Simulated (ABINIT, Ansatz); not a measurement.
# Quasiparticle gap of Al2O3 (Corundum) in ABINIT

Wanted: ground state, empty states, screening and self-energy for Al2O3 (Corundum).

Program: ABINIT 10.8.3. Level of theory: PBE and many-body steps on it, plane waves. Results are calculated unless marked as measured.

**The experiments to reproduce.**

- Gap 8.7 eV: optical band gap of host from absorption; optical absorption, quoted from earlier work; bulk crystal (high-purity reference sample) (quoted in “Multi-petahertz electron interference in Cr:Al2O3 solid-state material”, 2018, pmc:5906618).

Most raw output is cut from this account.

## Step 1: Starting point

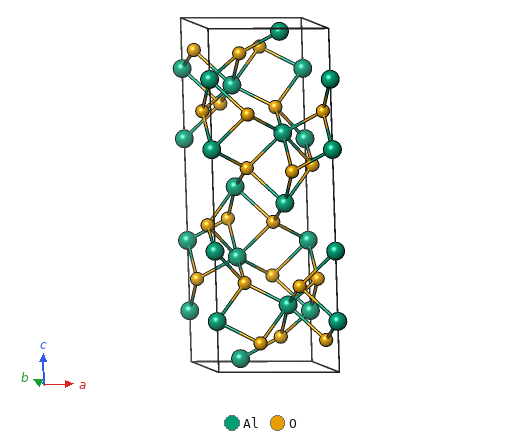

Start, viewed slightly off an axis; aluminium teal, oxygen orange. This picture shows the conventional cell, with its axes. Some periodic images of atoms are drawn too.

The cell and positions come from the Crystallography Open Database and are kept as given unless a step says otherwise.

## Step 2: Ground state

This step: ABINIT 10.8.3; DFT, PBE, plane waves, norm-conserving pseudopotentials.

The ground-state density comes first.

Contents of run.abi:

```
acell 3*1.0 Angstrom
rprim 
  2.380249999995 1.374237978213 4.331866666707
  -2.380249999995 1.374237978213 4.331866666707
  -0.000000000000 -2.748475956495 4.331866666685
ntypat 2
znucl 13 8
natom 10
typat 1 1 1 1 2 2 2 2 2 2
xred 
  0.352160000000 0.352160000000 0.352160000000
  0.147840000000 0.147840000000 0.147840000000
  0.647840000000 0.647840000000 0.647840000000
  0.852160000000 0.852160000000 0.852160000000
  0.556680000000 0.943320000000 0.250000000000
  0.250000000000 0.556680000000 0.943320000000
  0.943320000000 0.250000000000 0.556680000000
  0.443320000000 0.056680000000 0.750000000000
  0.750000000000 0.443320000000 0.056680000000
  0.056680000000 0.750000000000 0.443320000000
pp_dirpath "pseudos"
pseudos "Al.upf, O.upf"
ecut 36
ngkpt 6 6 6
nshiftk 1
shiftk 0 0 0
kptopt 1
chksymbreak 0
nband 33
occopt 1
tolvrs 1e-10
nstep 60
prtwf 0
optforces 0
optstress 0
indata_prefix "in"
outdata_prefix "out"
tmpdata_prefix "tmp"
```

On the command line:

```console
$ OMP_NUM_THREADS=1 mpirun -n 4 abinit run.abi > log
```

The job ended after 70 s (4 MPI ranks of Arm Neoverse V2, shared host; peak memory 0.47 GiB).

Numbers from this step:

```
total energy               : -2969.2589 eV
gap                        : 6.266 eV
k of the valence top       : 0, 0, 0
k of the conduction bottom : 0, 0, 0
least direct gap           : 6.266 eV
```

The gap is direct, at Γ.

## Step 3: Empty states on the mesh, 2×2×2 mesh, 178 bands

The sums over transitions need many empty states on a uniform mesh; this step solves for them.

run.abi: that of step 2 with these lines changed.

```diff
@@ -23,3 +23,3 @@
 ecut 36
-ngkpt 6 6 6
+ngkpt 2 2 2
 nshiftk 1
@@ -28,9 +28,10 @@
 chksymbreak 0
-nband 33
-occopt 1
-tolvrs 1e-10
+iscf -2
+irdden 1
+istwfk *1
+nband 178
+nbdbuf 16
+tolwfr 1e-09
 nstep 60
-prtwf 0
-optforces 0
-optstress 0
+prtvol 0
 indata_prefix "in"
```

Run time: 44 s. Hardware: 4 MPI ranks; peak memory 0.41 GiB; 2.9 min of CPU time.

Numbers from this step:

```yaml
gap: 6.266 eV
k_of_the_valence_top: 0, 0, 0
k_of_the_conduction_bottom: 0, 0, 0
least_direct_gap: 6.266 eV
k_points_computed: 4
lowest_point_of_the_top_converged_band_above_the_valence_top: 69.1624 eV
```

On this mesh the gap is 6.266 eV.

## Step 4: Screening, 2×2×2 mesh, 162 bands, screening to 176.9 eV

The RPA dielectric matrix is built and inverted for each q.

This step: RPA screening on PBE, plane waves, norm-conserving pseudopotentials.

run.abi: that of step 3 with these lines changed.

```diff
@@ -28,10 +28,11 @@
 chksymbreak 0
-iscf -2
-irdden 1
 istwfk *1
-nband 178
-nbdbuf 16
-tolwfr 1e-09
-nstep 60
-prtvol 0
+occopt 1
+irdwfk 1
+optdriver 3
+nband 162
+ecuteps 6.5
+inclvkb 2
+awtr 1
+symchi 1
 indata_prefix "in"
```

Run time: 42 s. Hardware: 4 MPI ranks; peak memory 1.5 GiB; 2.8 min of CPU time.

This step gave:

```
ε∞ with local fields, on this mesh, along the program's q direction : 3.103
the same without local fields                                       : 3.330
plasma frequency                                                    : 27.90 eV
plane waves in the screening matrix                                 : 453
```

Local fields lower ε∞ by 7 %. On a Γ-centred mesh this coarse the value itself is usually too large, while a short band sum pulls it down.

## Step 5: Self-energy, 2×2×2 mesh, 162 bands, screening to 176.9 eV

The self-energy is evaluated for the states that the input lists, and the levels follow from it, in one-shot runs by the linearised quasiparticle equation.

This step: G0W0 on PBE, plane waves, norm-conserving pseudopotentials.

run.abi: that of step 4 with these lines changed.

```diff
@@ -31,8 +31,15 @@
 irdwfk 1
-optdriver 3
+optdriver 4
 nband 162
+gwcalctyp 0
+ecutsigx 36
+symsigma 1
+nkptgw 1
+kptgw 
+  0.0000000000 0.0000000000 0.0000000000
+bdgw 
+  22 26
 ecuteps 6.5
-inclvkb 2
-awtr 1
-symchi 1
+irdscr 1
+ppmodel 1
 indata_prefix "in"
```

It took 9.4 s on 4 MPI ranks; peak memory 1.3 GiB.

This step gave:

* G0W0 gap on the points computed: 8.357 eV
* starting gap on the mesh: 6.266 eV
* k of the valence top: 0, 0, 0
* k of the conduction bottom: 0, 0, 0
* Z at the valence top: 0.821
* Z at the conduction bottom: 0.856
* least direct G0W0 gap on the computed points: 8.357 eV

The gap on the mesh goes from 6.27 eV to 8.36 eV, a correction of +2.09 eV.

Limits: finite bands, cutoff and mesh; coarse k mesh. v1 is the top filled band, c1 the lowest empty one. Levels before and after the correction, in eV, zero at the valence-band top of each column:

```
           conduction bottom  valence top
Kohn-Sham               6.27         0.00
     G0W0               8.36         0.00
```

```
             level  energy (eV)
Kohn-Sham  Γ v3-v2       -0.045
Kohn-Sham     Γ v1        0.000
Kohn-Sham     Γ c1        6.266
Kohn-Sham     Γ c2        9.188
     G0W0  Γ v3-v2       -0.059
     G0W0     Γ v1        0.000
     G0W0     Γ c1        8.357
     G0W0     Γ c2       11.247
```

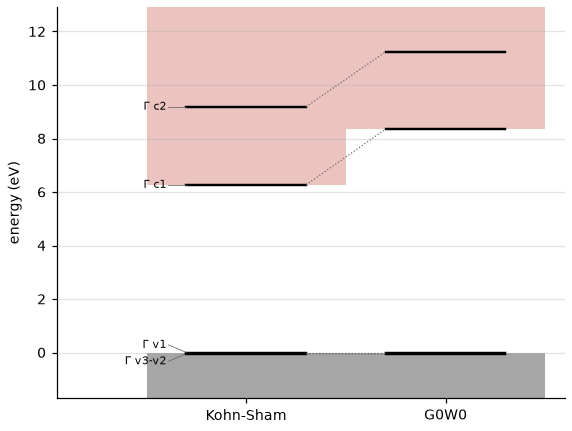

Levels before and after the correction. Shaded: valence and conduction bands.

## Step 6: Where the time went

Times are wall times on 4 MPI ranks of Arm Neoverse V2, shared host, good to a factor of about two.

```
                    step   time  share  memory (GiB)
            ground state   70 s   42 %          0.47
empty states on the mesh   44 s   27 %          0.41
               screening   42 s   25 %           1.5
             self-energy  9.4 s    6 %           1.3
```

## Step 7: Summary of results

- PBE gap: 6.27 eV, direct
- G0W0 gap on the mesh: 8.36 eV
- GW settings: 2×2×2 mesh, 162 bands, screening to 176.9 eV, Godby-Needs plasmon pole
- known limits: not at the basis limit; coarse k mesh

What this shows: G0W0 moves the gap on the mesh from 6.27 eV to 8.36 eV (+2.09 eV), with Z of 0.82 and 0.86 at the edges. Local fields lower the RPA ε∞ on this mesh from 3.33 to 3.10; a Γ-centred mesh this coarse tends to raise both, most where the direct gap is narrow, while a short band sum lowers them. Only 1 of the mesh's irreducible points was corrected, so a valley elsewhere could overtake. The dearest step here is «ground state». Against experiment, by G0W0@PBE: the gap of 8.36 eV lies −0.34 eV from the measured 8.7 eV (optical, quoted 2018). An exciton line or allowed optical edge lies below the quasiparticle gap by the binding energy; a forbidden edge can push the onset above it. The calculation has static nuclei and no excitons; a measured gap holds zero-point and thermal motion, which mostly lowers it. Bands and cutoff are finite, so the gap is not at the basis limit. The miss can reach some tenths of an eV and take either sign; the mesh is an error of its own. In the G0W0 run levels were corrected at 1 k point alone, so a gap called «on the mesh» is the least over those, and an edge elsewhere would be missed. The 2×2×2 mesh is coarse for this cell, which bears on the long-range parts of exchange and screening.

[Paths, hosts, dates, memory and timing lines, banners, echoed tables and standing remarks are left out of the program output.]

[Logs are printed without paths, hosts, clocks, repeated set-up lines and the standing remarks that a program may print on its own settings, such as how far it seeks lower states.]

[Runs of the session that timed out or met a known fault of the program may be left out.]

[Hosts, paths, dates, database ids (printed as entryN), source tags and the programs' standing remarks are cut or masked in the printed files.]

[G0W0 gaps are taken among the corrected bands and points alone; a level outside them can change the order at an edge.]

[Where Ansatz stands beside ABINIT at settings called matched, ABINIT's density can come from a denser mesh and the files from another edition; pairs whose starting gaps differed by over 0.03 eV were left out, so agreement reads better than it is.]
